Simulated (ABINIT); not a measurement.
**How the form of the self-energy moves the gap of MgO2 (R-3m)**

Aim: compare treatments of exchange, screening and correlation for the gap of MgO2 (R-3m).

Program: ABINIT 10.8.3. Level of theory: LDA and many-body steps on it, plane waves. Results are calculated unless marked as measured.

**1. The structure**

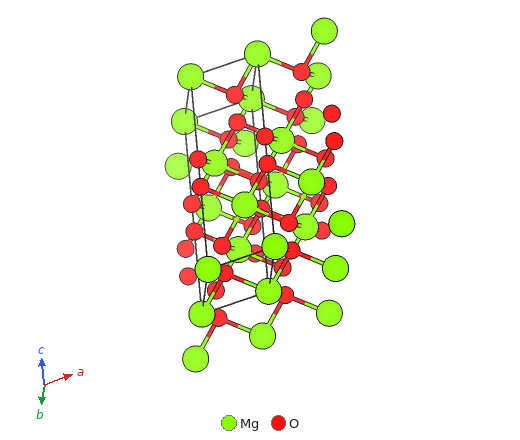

The cell as given, from a free direction (magnesium green, oxygen red). 2×2×1 cells are drawn. This picture shows the conventional cell, with its axes. Bonds to atoms that aren't drawn are left out. Some periodic images of atoms are drawn too.

As a file:

```cif
data_structure
_symmetry_space_group_name_H-M 'P 1'
_symmetry_Int_Tables_number 1
_cell_length_a 3.9549
_cell_length_b 3.9549
_cell_length_c 3.9549
_cell_angle_alpha 47.878
_cell_angle_beta 47.878
_cell_angle_gamma 47.878
_cell_volume 31.17
loop_
_atom_site_label
_atom_site_type_symbol
_atom_site_fract_x
_atom_site_fract_y
_atom_site_fract_z
_atom_site_occupancy
Mg1 Mg 0.00000 0.00000 0.00000 1
O2 O 0.42879 0.42879 0.42879 1
O3 O 0.57121 0.57121 0.57121 1
```

The cell and positions are those that the Materials Project relaxed with its own functionals (PBE, PBE+U or r2SCAN), kept fixed.

**2. Empty states on the mesh, 4×4×4 mesh, 58 bands**

This step: ABINIT 10.8.3; DFT, LDA, plane waves, norm-conserving pseudopotentials.

The sums over transitions need many empty states on a uniform mesh; this step solves for them.

Input file run.abi:

```
acell 3*1.0 Angstrom
rprim 
  1.604761016024 0.926509204586 3.493978874900
  -1.604761016024 0.926509204586 3.493978874900
  0.000000000000 -1.853018409173 3.493978874900
ntypat 2
znucl 12 8
natom 3
typat 1 2 2
xred 
  0.000000000000 0.000000000000 0.000000000000
  0.428786000000 0.428786000000 0.428786000000
  0.571214000000 0.571214000000 0.571214000000
pp_dirpath "pseudos"
pseudos "Mg.upf, O.upf"
ecut 38
ngkpt 4 4 4
nshiftk 1
shiftk 0 0 0
kptopt 1
chksymbreak 0
iscf -2
irdden 1
istwfk *1
nband 58
nbdbuf 4
tolwfr 1e-09
nstep 60
prtvol 0
indata_prefix "in"
outdata_prefix "out"
tmpdata_prefix "tmp"
```

On the command line:

```
> OMP_NUM_THREADS=1 mpirun -n 4 abinit run.abi > log
```

Numbers of over 12 decimals in the logs are rounded to 6 here.

The program printed:

```text
.Version 10.8.3 of ABINIT. v10.8.2 released Aug 2026.

 Symmetries : space group R-3 m (#166); Bravais hR (rhombohedral)
[... echo of the input left out ...]
== DATASET  1 ==================================================================
-   mpi_nproc: 4, omp_nthreads: 1 (-1 if OMP is not activated)

--- !DatasetInfo
iteration_state: {dtset: 1, }
dimensions: {natom: 3, nkpt: 13, mband: 58, nsppol: 1, nspinor: 1, nspden: 1, mpw: 2370, }
cutoff_energies: {ecut:  38.0, pawecutdg:  -1.0, }
[...]
1.96125    1.96587    2.19817    2.21819    2.21819    2.23029    2.23327    2.23327
   2.30829    2.30829    2.37346    2.40872    2.49015    2.49015    2.54764    2.54764
   2.61786    2.61887
 prteigrs : prtvol=0 or 1, do not print more k-points.

== END DATASET(S) ==============================================================
================================================================================

 -outvars: echo values of variables after computation  --------
            nband          58
             nkpt          13
          spgroup         166
 [... the other variables as echoed above ...]

 Calculation completed.
```

It took 25 s on 4 MPI ranks of Arm Neoverse N1, shared host; peak memory 0.28 GiB.

Numbers from this step:

* gap: 2.137 eV
* k of the valence top: 0.5, 0.5, 0.5
* k of the conduction bottom: 0.5, 0.5, 0.5
* least direct gap: 2.137 eV
* k points computed: 13
* lowest point of the top converged band, above the valence top: 63.5198 eV

On this mesh the gap is 2.137 eV.

The density comes from a self-consistent run that is not shown.

**3. Screening, 4×4×4 mesh, 54 bands, screening to 152.4 eV**

The RPA dielectric matrix is built and inverted for each q.

This step: RPA screening on LDA, plane waves, norm-conserving pseudopotentials.

Edit run.abi of step 2 so:

```diff
@@ -21,10 +21,11 @@
 chksymbreak 0
-iscf -2
-irdden 1
 istwfk *1
-nband 58
-nbdbuf 4
-tolwfr 1e-09
-nstep 60
-prtvol 0
+occopt 1
+irdwfk 1
+optdriver 3
+nband 54
+ecuteps 5.6
+inclvkb 2
+awtr 1
+symchi 1
 indata_prefix "in"
```

The program printed:

```text
.Version 10.8.3 of ABINIT. v10.8.2 released Aug 2026.

 Symmetries : space group R-3 m (#166); Bravais hR (rhombohedral)
[... echo of the input left out ...]
== DATASET  1 ==================================================================
-   mpi_nproc: 4, omp_nthreads: 1 (-1 if OMP is not activated)

--- !DatasetInfo
iteration_state: {dtset: 1, }
dimensions: {natom: 3, nkpt: 13, mband: 54, nsppol: 1, nspinor: 1, nspden: 1, mpw: 2370, }
cutoff_energies: {ecut:  38.0, pawecutdg:  -1.0, }
electrons: {nelect:   2.20000000E+01, charge:   0.00000000E+00, occopt:   1.00000000E+00, tsmear:   1.00000000E-02, }

 SCREENING: Calculation of the susceptibility and dielectric matrices

 Based on a program developped by R.W. Godby, V. Olevano, G. Onida, and L. Reining.
 Incorporated in ABINIT by V. Olevano, G.-M. Rignanese, and M. Torrent.
.Using double precision arithmetic ; gwpc =  8

[... cell and pseudopotentials left out ...]
--------------------------------------------------------------------------------

 ==== K-mesh for the wavefunctions ====
 Number of points in the irreducible wedge :    13
[... list of points left out ...]
 Together with 12 symmetry operations and time-reversal symmetry
 yields    64 points in the full Brillouin Zone.

 ==== Q-mesh for the screening function ====
 Number of points in the irreducible wedge :    13
[... list of points left out ...]
 Together with 12 symmetry operations and time-reversal symmetry
 yields    64 points in the full Brillouin Zone.

 setmesh: FFT mesh size selected  =    30x   30x   30
          total number of points  =        27000

 vcoul_init : cutoff-mode = AUXILIARY_FUNCTION
 q-points for optical limit:   1
     1)      0.000010    0.000020    0.000030

- screening: taking advantage of time-reversal symmetry
- Maximum band index for partially occupied states nbvw = 11
- Remaining bands to be divided among processors   nbcw = 43
- Number of bands treated by each node ~10

 Number of electrons calculated from density =   22.0000; Expected =   22.0000
 average of density, n =  0.104591
 r_s =    1.3167
 omega_plasma =   31.1963 [eV]

 calculating chi0 at frequencies [eV] :
  1    0.000000E+00    0.000000E+00
  2    0.000000E+00    3.119628E+01

--------------------------------------------------------------------------------
  q-point number  1        q = ( 0.000000, 0.000000, 0.000000) [r.l.u.]
--------------------------------------------------------------------------------
[... chi0 elements left out ...]
 For q-point:  0.000010 0.000020 0.000030
  dielectric constant =   3.5303
  dielectric constant without local fields =   3.8822

  Average fulfillment of the sum rule on Im[epsilon] for q-point    1 :     44.19  [%]
[... wings left out ...]
  q-point number  2        q = ( 0.250000, 0.000000, 0.000000) [r.l.u.]
--------------------------------------------------------------------------------
[... chi0 elements left out ...]
  Average fulfillment of the sum rule on Im[epsilon] for q-point    2 :     57.97  [%]

 [... 11 further q-points ...]
```

The job ended after 47 s (4 MPI ranks; peak memory 0.8 GiB; 3.1 min of CPU time).

This step gave:

- ε∞ with local fields, on this mesh, along the program's q direction: 3.530
- the same without local fields: 3.882
- plasma frequency: 31.20 eV
- plane waves in the screening matrix: 127

Local fields lower ε∞ by 9 %. On a Γ-centred mesh this coarse the value itself is usually too large, while a short band sum pulls it down.

**4. G0W0, Godby-Needs plasmon pole**

The self-energy is evaluated for the states that the input lists, and the levels follow from it, in one-shot runs by the linearised quasiparticle equation.

This step: G0W0 on LDA, plane waves, norm-conserving pseudopotentials.

Edit run.abi of step 3 so:

```diff
@@ -24,8 +24,17 @@
 irdwfk 1
-optdriver 3
+optdriver 4
 nband 54
+gwcalctyp 0
+ecutsigx 38
+symsigma 1
+nkptgw 2
+kptgw 
+  0.5000000000 0.5000000000 0.5000000000
+  0.0000000000 0.0000000000 0.0000000000
+bdgw 
+  10 13
+  10 13
 ecuteps 5.6
-inclvkb 2
-awtr 1
-symchi 1
+irdscr 1
+ppmodel 1
 indata_prefix "in"
```

The program printed:

```text
.Version 10.8.3 of ABINIT. v10.8.2 released Aug 2026.

 Symmetries : space group R-3 m (#166); Bravais hR (rhombohedral)
[... echo of the input left out ...]
== DATASET  1 ==================================================================
-   mpi_nproc: 4, omp_nthreads: 1 (-1 if OMP is not activated)

--- !DatasetInfo
iteration_state: {dtset: 1, }
dimensions: {natom: 3, nkpt: 13, mband: 54, nsppol: 1, nspinor: 1, nspden: 1, mpw: 2370, }
cutoff_energies: {ecut:  38.0, pawecutdg:  -1.0, }
electrons: {nelect:   2.20000000E+01, charge:   0.00000000E+00, occopt:   1.00000000E+00, tsmear:   1.00000000E-02, }

 SIGMA: Calculation of the GW corrections

 Based on a program developped by R.W. Godby, V. Olevano, G. Onida, and L. Reining.
 Incorporated in ABINIT by V. Olevano, G.-M. Rignanese, and M. Torrent.
.Using double precision arithmetic ; gwpc =  8

[... cell and pseudopotentials left out ...]
--------------------------------------------------------------------------------

 ==== K-mesh for the wavefunctions ====
 Number of points in the irreducible wedge :    13
[... list of points left out ...]
 Together with 12 symmetry operations and time-reversal symmetry
 yields    64 points in the full Brillouin Zone.

 ==== Q-mesh for screening function ====
 Number of points in the irreducible wedge :    13
[... list of points left out ...]
 Together with 12 symmetry operations and time-reversal symmetry
 yields    64 points in the full Brillouin Zone.

 vcoul_init : cutoff-mode = AUXILIARY_FUNCTION
 q-points for optical limit:   1
     1)      0.000010    0.000020    0.000030
 setmesh: FFT mesh size selected  =    45x   45x   45
          total number of points  =        91125

 Number of electrons calculated from density =   22.0000; Expected =   22.0000
 average of density, n =  0.104591
 r_s =    1.3167
 omega_plasma =   31.1963 [eV]

 === KS Band Gaps ===
  >>>> For spin  1
   Minimum direct gap =   2.1369 [eV], located at k-point      :   0.5000  0.5000  0.5000
   Fundamental gap    =   2.1369 [eV], Top of valence bands at :   0.5000  0.5000  0.5000
                                       Bottom of conduction at :   0.5000  0.5000  0.5000
 SIGMA fundamental parameters:
 PLASMON POLE MODEL  1
 number of plane-waves for SigmaX                 2365
 number of plane-waves for SigmaC and W            127
 number of plane-waves for wavefunctions          2365
 number of bands                                    54
 number of independent spin polarizations            1
 number of spinorial components                      1
 number of k-points in IBZ                          13
 number of q-points in IBZ                          13
 number of symmetry operations                      12
 number of k-points in BZ                           64
 number of q-points in BZ                           64
 number of frequencies for dSigma/dE                 9
 frequency step for dSigma/dE [eV]                0.25
 number of omega for Sigma on real axis              0
 max omega for Sigma on real axis  [eV]           0.00
 zcut for avoiding poles [eV]                     0.10

 EPSILON^-1 parameters (SCR file):
 dimension of the eps^-1 matrix on file            127
 dimension of the eps^-1 matrix used               127
 number of plane-waves for wavefunctions          2365
 number of bands                                    54
 number of q-points in IBZ                          13
 number of frequencies                               2
 number of real frequencies                          1
 number of imag frequencies                          1

 matrix elements of self-energy operator (all in [eV])

 Perturbative Calculation

--- !SelfEnergy_ee
iteration_state: {dtset: 1, }
kpoint     : [   0.500,    0.500,    0.500, ]
spin       : 1
KS_gap     :    2.137
QP_gap     :    5.008
Delta_QP_KS:    2.872
data: !SigmaeeData |
     Band     E0 <VxcDFT>   SigX SigC(E0)      Z dSigC/dE  Sig(E)    E-E0       E
       10   3.180 -20.478 -26.426   4.803   0.792  -0.262 -21.385  -0.907   2.273
       11   3.180 -20.478 -26.426   4.803   0.792  -0.262 -21.385  -0.907   2.273
       12   5.317 -18.094 -12.146  -3.518   0.808  -0.237 -16.130   1.965   7.281
       13   7.912  -9.710  -4.418  -3.710   0.862  -0.160  -8.346   1.364   9.275

--- !SelfEnergy_ee
iteration_state: {dtset: 1, }
kpoint     : [   0.000,    0.000,    0.000, ]
spin       : 1
KS_gap     :    5.188
QP_gap     :    7.581
Delta_QP_KS:    2.394
data: !SigmaeeData |
     Band     E0 <VxcDFT>   SigX SigC(E0)      Z dSigC/dE  Sig(E)    E-E0       E
       10   2.378 -19.584 -25.760   4.875   0.790  -0.266 -20.612  -1.028   1.350
       11   2.378 -19.584 -25.760   4.875   0.790  -0.266 -20.612  -1.028   1.350
       12   7.566 -11.433  -6.289  -3.544   0.854  -0.171 -10.067   1.366   8.932
       13   7.794 -20.079 -12.512  -4.415   0.755  -0.324 -17.698   2.381  10.175

== END DATASET(S) ==============================================================
================================================================================

 -outvars: echo values of variables after computation  --------
           etotal      0.0000000000E+00
            nband          54
             nkpt          13
          spgroup         166
 [... the other variables as echoed above ...]

 Calculation completed.
```

Elapsed: 6.5 s, on 4 MPI ranks; peak memory 0.7 GiB.

Numbers from this step:

```yaml
g0w0_gap_on_the_points_computed: 5.008 eV
starting_gap_on_the_mesh: 2.137 eV
k_of_the_valence_top: 0.5, 0.5, 0.5
k_of_the_conduction_bottom: 0.5, 0.5, 0.5
z_at_the_valence_top: 0.792
z_at_the_conduction_bottom: 0.808
least_direct_g0w0_gap_on_the_computed_points: 5.008 eV
```

The gap on the mesh goes from 2.14 eV to 5.01 eV, a correction of +2.87 eV.

**5. G0W0, Hybertsen-Louie plasmon pole**

Edit run.abi of step 4 so:

```diff
@@ -38,3 +38,3 @@
 irdscr 1
-ppmodel 1
+ppmodel 2
 indata_prefix "in"
```

The program printed:

```text
.Version 10.8.3 of ABINIT. v10.8.2 released Aug 2026.

 Symmetries : space group R-3 m (#166); Bravais hR (rhombohedral)
[... echo of the input left out ...]
== DATASET  1 ==================================================================
-   mpi_nproc: 4, omp_nthreads: 1 (-1 if OMP is not activated)

--- !DatasetInfo
iteration_state: {dtset: 1, }
dimensions: {natom: 3, nkpt: 13, mband: 54, nsppol: 1, nspinor: 1, nspden: 1, mpw: 2370, }
cutoff_energies: {ecut:  38.0, pawecutdg:  -1.0, }
electrons: {nelect:   2.20000000E+01, charge:   0.00000000E+00, occopt:   1.00000000E+00, tsmear:   1.00000000E-02, }

 SIGMA: Calculation of the GW corrections

 Based on a program developped by R.W. Godby, V. Olevano, G. Onida, and L. Reining.
 Incorporated in ABINIT by V. Olevano, G.-M. Rignanese, and M. Torrent.
.Using double precision arithmetic ; gwpc =  8

[... cell and pseudopotentials left out ...]
--------------------------------------------------------------------------------

 ==== K-mesh for the wavefunctions ====
 Number of points in the irreducible wedge :    13
[... list of points left out ...]
 Together with 12 symmetry operations and time-reversal symmetry
 yields    64 points in the full Brillouin Zone.

 ==== Q-mesh for screening function ====
 Number of points in the irreducible wedge :    13
[... list of points left out ...]
 Together with 12 symmetry operations and time-reversal symmetry
 yields    64 points in the full Brillouin Zone.

 vcoul_init : cutoff-mode = AUXILIARY_FUNCTION
 q-points for optical limit:   1
     1)      0.000010    0.000020    0.000030
 setmesh: FFT mesh size selected  =    45x   45x   45
          total number of points  =        91125

 Number of electrons calculated from density =   22.0000; Expected =   22.0000
[...]
number of omega for Sigma on real axis              0
 max omega for Sigma on real axis  [eV]           0.00
 zcut for avoiding poles [eV]                     0.10

 EPSILON^-1 parameters (SCR file):
 dimension of the eps^-1 matrix on file            127
 dimension of the eps^-1 matrix used               127
 number of plane-waves for wavefunctions          2365
 number of bands                                    54
 number of q-points in IBZ                          13
 number of frequencies                               2
 number of real frequencies                          1
 number of imag frequencies                          1

 matrix elements of self-energy operator (all in [eV])

 Perturbative Calculation

--- !SelfEnergy_ee
iteration_state: {dtset: 1, }
kpoint     : [   0.500,    0.500,    0.500, ]
spin       : 1
KS_gap     :    2.137
QP_gap     :    5.357
Delta_QP_KS:    3.220
data: !SigmaeeData |
     Band     E0 <VxcDFT>   SigX SigC(E0)      Z dSigC/dE  Sig(E)    E-E0       E
       10   3.180 -20.478 -26.426   4.462   0.845  -0.184 -21.733  -1.255   1.924
       11   3.180 -20.478 -26.426   4.462   0.845  -0.184 -21.733  -1.255   1.924
       12   5.317 -18.094 -12.146  -3.654   0.856  -0.168 -16.130   1.965   7.282
[...]
--- !SelfEnergy_ee
iteration_state: {dtset: 1, }
kpoint     : [   0.000,    0.000,    0.000, ]
spin       : 1
KS_gap     :    5.188
QP_gap     :    7.692
Delta_QP_KS:    2.504
data: !SigmaeeData |
     Band     E0 <VxcDFT>   SigX SigC(E0)      Z dSigC/dE  Sig(E)    E-E0       E
[...]
12   7.566 -11.433  -6.289  -3.932   0.902  -0.109 -10.340   1.093   8.659
       13   7.794 -20.079 -12.512  -4.293   0.829  -0.206 -17.364   2.715  10.509

== END DATASET(S) ==============================================================
================================================================================

 -outvars: echo values of variables after computation  --------
           etotal      0.0000000000E+00
            nband          54
             nkpt          13
          spgroup         166
 [... the other variables as echoed above ...]

 Calculation completed.
```

Run time: 6.5 s. Hardware: 4 MPI ranks; peak memory 0.69 GiB; 26 s of CPU time.

This step gave:

```
G0W0 gap on the points computed              : 5.358 eV
starting gap on the mesh                     : 2.137 eV
k of the valence top                         : 0.5, 0.5, 0.5
k of the conduction bottom                   : 0.5, 0.5, 0.5
Z at the valence top                         : 0.845
Z at the conduction bottom                   : 0.856
least direct G0W0 gap on the computed points : 5.358 eV
```

Against G0W0 in ABINIT (4×4×4 mesh, 54 bands, screening to 152.4 eV, Godby-Needs plasmon pole), the gap moves by +0.350 eV.

**6. G0W0, von der Linden-Horsch plasmon pole**

Edit run.abi of step 5 so:

```diff
@@ -38,3 +38,3 @@
 irdscr 1
-ppmodel 2
+ppmodel 3
 indata_prefix "in"
```

The program printed:

```text
.Version 10.8.3 of ABINIT. v10.8.2 released Aug 2026.

 Symmetries : space group R-3 m (#166); Bravais hR (rhombohedral)
[... echo of the input left out ...]
== DATASET  1 ==================================================================
-   mpi_nproc: 4, omp_nthreads: 1 (-1 if OMP is not activated)

--- !DatasetInfo
iteration_state: {dtset: 1, }
dimensions: {natom: 3, nkpt: 13, mband: 54, nsppol: 1, nspinor: 1, nspden: 1, mpw: 2370, }
cutoff_energies: {ecut:  38.0, pawecutdg:  -1.0, }
[...]
Band     E0 <VxcDFT>   SigX SigC(E0)      Z dSigC/dE  Sig(E)    E-E0       E
[...]
12   7.566 -11.433  -6.289  -3.815   0.914  -0.094 -10.218   1.215   8.780
       13   7.794 -20.079 -12.512  -4.356   0.864  -0.157 -17.304   2.775  10.569

== END DATASET(S) ==============================================================
================================================================================

 -outvars: echo values of variables after computation  --------
           etotal      0.0000000000E+00
            nband          54
             nkpt          13
          spgroup         166
 [... the other variables as echoed above ...]

 Calculation completed.
```

Wall time 5.4 s (4 MPI ranks); peak memory 0.68 GiB; 21 s of CPU time.

Numbers from this step:

```yaml
g0w0_gap_on_the_points_computed: 5.285 eV
starting_gap_on_the_mesh: 2.137 eV
k_of_the_valence_top: 0.5, 0.5, 0.5
k_of_the_conduction_bottom: 0.5, 0.5, 0.5
least_direct_g0w0_gap_on_the_computed_points: 5.285 eV
```

Against G0W0 in ABINIT (4×4×4 mesh, 54 bands, screening to 152.4 eV, Godby-Needs plasmon pole), the gap moves by +0.277 eV.

[end of part 1 of 3]

[Paths, hosts, dates, memory and timing lines, banners, echoed tables and standing remarks are left out of the program output.]

[Logs are printed without paths, hosts, clocks, repeated set-up lines and the standing remarks that a program may print on its own settings, such as how far it seeks lower states.]

[Runs of the session that timed out or met a known fault of the program may be left out.]

[Hosts, paths, dates, database ids (printed as entryN), source tags and the programs' standing remarks are cut or masked in the printed files.]

[G0W0 gaps are taken among the corrected bands and points alone; a level outside them can change the order at an edge.]

[Where Ansatz stands beside ABINIT at settings called matched, ABINIT's density can come from a denser mesh and the files from another edition; pairs whose starting gaps differed by over 0.03 eV were left out, so agreement reads better than it is.]
